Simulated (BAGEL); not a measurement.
# triplet CH5AlOSi at 4 levels

We compute a comparison of 4 runs (UHF/3-21G, ROHF/6-31G*, ROHF/def2-SVP, UHF/def2-SVP) of triplet CH5AlOSi. 

The results are computed with BAGEL 1.2.2.

1 further run of the same task is left out (it didn't finish). Runs told in other sessions of the task aren't counted.

### 1 The system as given

CH5AlOSi has 9 atoms, charge 0, and is taken as a triplet. SMILES of the parent species: `[CH2]1O[SiH2][AlH]1`. Geometry: relaxed at PBE0-D4/def2-TZVP. That shape belongs to the parent species and isn't relaxed for this state.

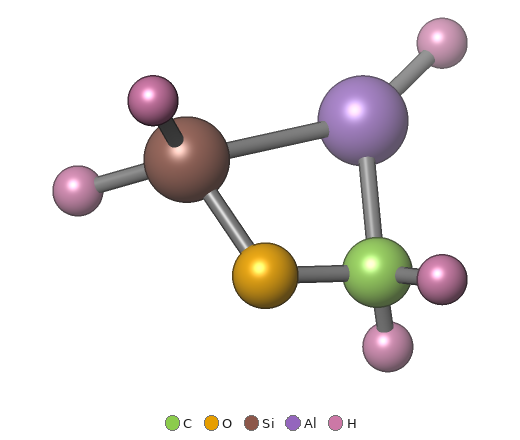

The structure, seen from a chosen angle (carbon green, oxygen amber, silicon brown, aluminium purple, hydrogen pink).

### 2 A single-point energy at UHF/3-21G (density fitting with qzvpp-jkfit) (run 1)

File hf.json:

```json
{ "bagel" : [

{
  "title" : "molecule",
  "basis" : "3-21g",
  "df_basis" : "qzvpp-jkfit",
  "angstrom" : "true",
  "geometry" : [
    { "atom" : "C", "xyz" : [      -0.309900,       1.022500,      -0.653500 ] },
    { "atom" : "O", "xyz" : [       0.621100,      -0.021300,      -1.022900 ] },
    { "atom" : "Si", "xyz" : [       0.767800,      -1.223900,       0.135800 ] },
    { "atom" : "Al", "xyz" : [      -0.858800,       0.279300,       1.121100 ] },
    { "atom" : "H", "xyz" : [      -1.090200,       1.097600,      -1.420100 ] },
    { "atom" : "H", "xyz" : [       0.213300,       1.986000,      -0.643000 ] },
    { "atom" : "H", "xyz" : [       2.177700,      -1.338300,       0.615000 ] },
    { "atom" : "H", "xyz" : [       0.422400,      -2.560600,      -0.433300 ] },
    { "atom" : "H", "xyz" : [      -1.855100,       0.712400,       2.283700 ] }
  ]
},

{
  "title" : "uhf",
  "nopen" : 2
},

{
  "title" : "print",
  "file" : "orbitals.molden",
  "orbitals" : "true"
}

]}
```

Command:

```bash
BAGEL_NUM_THREADS=1 BAGEL hf.json > hf.out
```

Output:

```text
* using 1 threads per process

  ===============================================================
  ===============================================================

  *** Geometry ***

  { "atom" : "C", "xyz" : [     -0.585626,      1.932245,     -1.234936 ] },
  { "atom" : "O", "xyz" : [      1.173709,     -0.040251,     -1.933001 ] },
  { "atom" : "Si", "xyz" : [      1.450932,     -2.312836,      0.256625 ] },
  { "atom" : "Al", "xyz" : [     -1.622897,      0.527801,      2.118572 ] },
  { "atom" : "H", "xyz" : [     -2.060179,      2.074163,     -2.683600 ] },
  { "atom" : "H", "xyz" : [      0.403079,      3.752996,     -1.215094 ] },
  { "atom" : "H", "xyz" : [      4.115257,     -2.529020,      1.162182 ] },
  { "atom" : "H", "xyz" : [      0.798220,     -4.838833,     -0.818818 ] },
  { "atom" : "H", "xyz" : [     -3.505631,      1.346241,      4.315568 ] },

  Number of auxiliary basis functions:      498

  Since a DF basis is specified, we compute 2- and 3-index integrals:
    o Being stored without compression. Storage requirement is 0.012 GB

  Number of basis functions:       54
  Number of electrons      :       46

    * METHOD: MOLECULE                             0.32

  *** Open-shell HF ***

  === Nuclear Repulsion ===
   199.2225434528

      * DIIS with orbital gradients will be used.

  === UHF iteration (3-21g) ===
      0       -642.71059704          0.03931253           0.13
      1       -642.79557757          0.02529924           0.12
      2       -642.81826042          0.01730235           0.12
      3       -642.83410583          0.00147792           0.12
      4       -642.83498964          0.00070966           0.12
      5       -642.83528745          0.00050315           0.12
[... 22 lines of this table left out ...]
     28       -642.83618550          0.00000001           0.12
     29       -642.83618550          0.00000001           0.12
    * SCF iteration converged.

    * S^2 (UHF) is 2.0125

    * Permanent dipole moment:
           (   -0.333989,     0.791156,    -0.368351) a.u.

    * METHOD: UHF                                  3.89

    * METHOD: PRINT                                0.01

  ===============================================================
```

Wall time 4.5 s (1 thread of Arm Neoverse N1, shared host); peak memory 0.089 GiB.

### 3 A single-point energy at ROHF/6-31G(d) (density fitting with qzvpp-jkfit, spherical functions) (run 2)

File calc.json:

```json
{ "bagel" : [

{
  "title" : "molecule",
  "basis" : "6-31gs.json",
  "df_basis" : "qzvpp-jkfit",
  "angstrom" : true,
  "geometry" : [
    { "atom" : "C", "xyz" : [   -0.309900,    1.022500,   -0.653500 ] },
    { "atom" : "O", "xyz" : [    0.621100,   -0.021300,   -1.022900 ] },
    { "atom" : "Si", "xyz" : [    0.767800,   -1.223900,    0.135800 ] },
    { "atom" : "Al", "xyz" : [   -0.858800,    0.279300,    1.121100 ] },
    { "atom" : "H", "xyz" : [   -1.090200,    1.097600,   -1.420100 ] },
    { "atom" : "H", "xyz" : [    0.213300,    1.986000,   -0.643000 ] },
    { "atom" : "H", "xyz" : [    2.177700,   -1.338300,    0.615000 ] },
    { "atom" : "H", "xyz" : [    0.422400,   -2.560600,   -0.433300 ] },
    { "atom" : "H", "xyz" : [   -1.855100,    0.712400,    2.283700 ] }
  ]
},
{ "title" : "rohf", "nopen" : 2 },
{ "title" : "print", "file" : "orbitals.molden", "orbitals" : true }

]}
```

The basis set 6-31G* is read from a file made from the Basis Set Exchange's data (not shown).

Command:

```bash
BAGEL_NUM_THREADS=1 BAGEL calc.json > calc.out
```

Output:

```text
* using 1 threads per process

  ===============================================================
  ===============================================================

  *** Geometry ***

  { "atom" : "C", "xyz" : [     -0.585626,      1.932245,     -1.234936 ] },
  { "atom" : "O", "xyz" : [      1.173709,     -0.040251,     -1.933001 ] },
  { "atom" : "Si", "xyz" : [      1.450932,     -2.312836,      0.256625 ] },
  { "atom" : "Al", "xyz" : [     -1.622897,      0.527801,      2.118572 ] },
  { "atom" : "H", "xyz" : [     -2.060179,      2.074163,     -2.683600 ] },
  { "atom" : "H", "xyz" : [      0.403079,      3.752996,     -1.215094 ] },
  { "atom" : "H", "xyz" : [      4.115257,     -2.529020,      1.162182 ] },
  { "atom" : "H", "xyz" : [      0.798220,     -4.838833,     -0.818818 ] },
  { "atom" : "H", "xyz" : [     -3.505631,      1.346241,      4.315568 ] },

  Number of auxiliary basis functions:      498

  Since a DF basis is specified, we compute 2- and 3-index integrals:
    o Being stored without compression. Storage requirement is 0.022 GB

  Number of basis functions:       74
  Number of electrons      :       46

    * METHOD: MOLECULE                             0.42

  *** Open-shell HF ***

  === Nuclear Repulsion ===
   199.2225434528

      * DIIS with orbital gradients will be used.

  === ROHF iteration (6-31gs.json) ===
      0       -646.11367764          0.03813959           0.18
      1       -646.22750486          0.02801439           0.18
      2       -646.27051886          0.01959330           0.18
      3       -646.30989826          0.00194170           0.18
      4       -646.31137067          0.00096427           0.18
      5       -646.31189864          0.00059034           0.18
      6       -646.31225530          0.00029772           0.18
      7       -646.31239218          0.00015308           0.18
      8       -646.31242758          0.00004943           0.18
      9       -646.31243387          0.00001634           0.18
     10       -646.31243381          0.00000737           0.18
     11       -646.31243435          0.00000387           0.18
     12       -646.31243424          0.00000132           0.18
     13       -646.31243433          0.00000069           0.18
     14       -646.31243435          0.00000032           0.18
     15       -646.31243437          0.00000016           0.18
     16       -646.31243438          0.00000011           0.18
     17       -646.31243438          0.00000005           0.18
     18       -646.31243438          0.00000003           0.18
     19       -646.31243438          0.00000002           0.18
     20       -646.31243438          0.00000001           0.18
     21       -646.31243438          0.00000001           0.18
    * SCF iteration converged.

    * S^2 (ROHF) is 2.0000

    * Permanent dipole moment:
           (   -0.333223,     0.711799,    -0.276304) a.u.

    * METHOD: ROHF                                 4.21

    * METHOD: PRINT                                0.02

  ===============================================================
```

Run time: 5.1 s. Hardware: 1 thread of Arm Neoverse N1, shared host; peak memory 0.11 GiB.

### 4 A single-point energy at ROHF/def2-SVP (density fitting with qzvpp-jkfit) (run 3)

File hf.json:

```json
{ "bagel" : [

{
  "title" : "molecule",
  "basis" : "svp",
  "df_basis" : "qzvpp-jkfit",
  "angstrom" : "true",
  "geometry" : [
    { "atom" : "C", "xyz" : [   -0.309900,    1.022500,   -0.653500 ] },
    { "atom" : "O", "xyz" : [    0.621100,   -0.021300,   -1.022900 ] },
    { "atom" : "Si", "xyz" : [    0.767800,   -1.223900,    0.135800 ] },
    { "atom" : "Al", "xyz" : [   -0.858800,    0.279300,    1.121100 ] },
    { "atom" : "H", "xyz" : [   -1.090200,    1.097600,   -1.420100 ] },
    { "atom" : "H", "xyz" : [    0.213300,    1.986000,   -0.643000 ] },
    { "atom" : "H", "xyz" : [    2.177700,   -1.338300,    0.615000 ] },
    { "atom" : "H", "xyz" : [    0.422400,   -2.560600,   -0.433300 ] },
    { "atom" : "H", "xyz" : [   -1.855100,    0.712400,    2.283700 ] }
  ]
},
{
  "title" : "rohf",
  "nopen" : 2
},
{
  "title" : "print",
  "file" : "orbitals.molden",
  "orbitals" : "true"
}

]}
```

Command:

```bash
BAGEL_NUM_THREADS=1 BAGEL hf.json > hf.out
```

Output:

```text
* using 1 threads per process

  ===============================================================
  ===============================================================

  *** Geometry ***

  { "atom" : "C", "xyz" : [     -0.585626,      1.932245,     -1.234936 ] },
  { "atom" : "O", "xyz" : [      1.173709,     -0.040251,     -1.933001 ] },
  { "atom" : "Si", "xyz" : [      1.450932,     -2.312836,      0.256625 ] },
  { "atom" : "Al", "xyz" : [     -1.622897,      0.527801,      2.118572 ] },
  { "atom" : "H", "xyz" : [     -2.060179,      2.074163,     -2.683600 ] },
  { "atom" : "H", "xyz" : [      0.403079,      3.752996,     -1.215094 ] },
  { "atom" : "H", "xyz" : [      4.115257,     -2.529020,      1.162182 ] },
  { "atom" : "H", "xyz" : [      0.798220,     -4.838833,     -0.818818 ] },
  { "atom" : "H", "xyz" : [     -3.505631,      1.346241,      4.315568 ] },

  Number of auxiliary basis functions:      498

  Since a DF basis is specified, we compute 2- and 3-index integrals:
    o Being stored without compression. Storage requirement is 0.032 GB

  Number of basis functions:       89
  Number of electrons      :       46

    * METHOD: MOLECULE                             0.41

  *** Open-shell HF ***

  === Nuclear Repulsion ===
   199.2225434528

      * DIIS with orbital gradients will be used.

  === ROHF iteration (svp) ===
      0       -645.90000064          0.03050036           0.23
      1       -646.01386085          0.02254819           0.23
      2       -646.05439432          0.01529434           0.22
      3       -646.08906588          0.00172189           0.22
      4       -646.09032564          0.00081329           0.22
      5       -646.09075318          0.00039736           0.22
      6       -646.09095296          0.00018751           0.23
      7       -646.09102768          0.00010586           0.23
      8       -646.09105036          0.00004097           0.22
      9       -646.09105650          0.00001272           0.23
     10       -646.09105681          0.00000579           0.23
     11       -646.09105722          0.00000260           0.23
     12       -646.09105711          0.00000090           0.23
     13       -646.09105716          0.00000052           0.22
     14       -646.09105717          0.00000028           0.23
     15       -646.09105718          0.00000018           0.23
     16       -646.09105718          0.00000009           0.23
     17       -646.09105719          0.00000005           0.23
     18       -646.09105719          0.00000004           0.23
     19       -646.09105719          0.00000003           0.23
     20       -646.09105719          0.00000001           0.23
     21       -646.09105719          0.00000001           0.22
    * SCF iteration converged.

    * S^2 (ROHF) is 2.0000

    * Permanent dipole moment:
           (   -0.272783,     0.639252,    -0.293466) a.u.

    * METHOD: ROHF                                 5.29

    * METHOD: PRINT                                0.02

  ===============================================================
```

Run time: 6 s. Hardware: 1 thread of Arm Neoverse N1, shared host; peak memory 0.13 GiB.

### 5 The energy at UHF/def2-SVP (density fitting with qzvpp-jkfit) (run 4)

Changes to hf.json since step 4:

```diff
@@ -6,3 +6,3 @@
   "df_basis" : "qzvpp-jkfit",
-  "angstrom" : "true",
+  "angstrom" : true,
   "geometry" : [
@@ -20,3 +20,3 @@
 {
-  "title" : "rohf",
+  "title" : "uhf",
   "nopen" : 2
@@ -26,3 +26,3 @@
   "file" : "orbitals.molden",
-  "orbitals" : "true"
+  "orbitals" : true
 }
```

Command:

```bash
BAGEL_NUM_THREADS=1 BAGEL hf.json > hf.out
```

Output:

```text
* using 1 threads per process

  ===============================================================
  ===============================================================

  *** Geometry ***

  { "atom" : "C", "xyz" : [     -0.585626,      1.932245,     -1.234936 ] },
  { "atom" : "O", "xyz" : [      1.173709,     -0.040251,     -1.933001 ] },
  { "atom" : "Si", "xyz" : [      1.450932,     -2.312836,      0.256625 ] },
  { "atom" : "Al", "xyz" : [     -1.622897,      0.527801,      2.118572 ] },
  { "atom" : "H", "xyz" : [     -2.060179,      2.074163,     -2.683600 ] },
  { "atom" : "H", "xyz" : [      0.403079,      3.752996,     -1.215094 ] },
  { "atom" : "H", "xyz" : [      4.115257,     -2.529020,      1.162182 ] },
  { "atom" : "H", "xyz" : [      0.798220,     -4.838833,     -0.818818 ] },
  { "atom" : "H", "xyz" : [     -3.505631,      1.346241,      4.315568 ] },

  Number of auxiliary basis functions:      498

  Since a DF basis is specified, we compute 2- and 3-index integrals:
    o Being stored without compression. Storage requirement is 0.032 GB

  Number of basis functions:       89
  Number of electrons      :       46

    * METHOD: MOLECULE                             0.41

  *** Open-shell HF ***

  === Nuclear Repulsion ===
   199.2225434528

      * DIIS with orbital gradients will be used.

  === UHF iteration (svp) ===
      0       -645.90000064          0.03050036           0.22
      1       -646.01650977          0.02250180           0.22
      2       -646.05686989          0.01528919           0.22
      3       -646.09119422          0.00162153           0.22
      4       -646.09245782          0.00078213           0.22
      5       -646.09288187          0.00037800           0.22
[... 16 lines of this table left out ...]
     22       -646.09333011          0.00000001           0.22
     23       -646.09333011          0.00000001           0.22
    * SCF iteration converged.

    * S^2 (UHF) is 2.0106

    * Permanent dipole moment:
           (   -0.284726,     0.650392,    -0.286361) a.u.

    * METHOD: UHF                                  5.63

    * METHOD: PRINT                                0.02

  ===============================================================
```

Wall time 6.3 s (1 thread of Arm Neoverse N1, shared host); peak memory 0.13 GiB.

### 6 Overview of the runs

| run | level | energy (Eh) | dipole moment (D) | ⟨S²⟩ | wall time |
| --- | --- | --- | --- | --- | --- |
| 1 | UHF/3-21G (density fitting with qzvpp-jkfit) | -642.836186 | 2.38 | 2.013 | 4.5 s |
| 2 | ROHF/6-31G* (density fitting with qzvpp-jkfit, spherical functions) | -646.312434 | 2.12 | 2.000 | 5.1 s |
| 3 | ROHF/def2-SVP (density fitting with qzvpp-jkfit) | -646.091057 | 1.92 | 2.000 | 6 s |
| 4 | UHF/def2-SVP (density fitting with qzvpp-jkfit) | -646.093330 | 1.95 | 2.011 | 6.3 s |

### 7 Results

```
            quantity          value
 run 4: total energy  -646.09333 Eh
run 4: dipole moment         1.95 D
         run 4: ⟨S²⟩          2.011
```

**Reading.** The dipole moment (its size) runs from 1.92 D (ROHF/def2-SVP) to 2.38 D (UHF/3-21G). The two ends differ in method and basis. All runs together took 22 s, the longest 6.3 s.
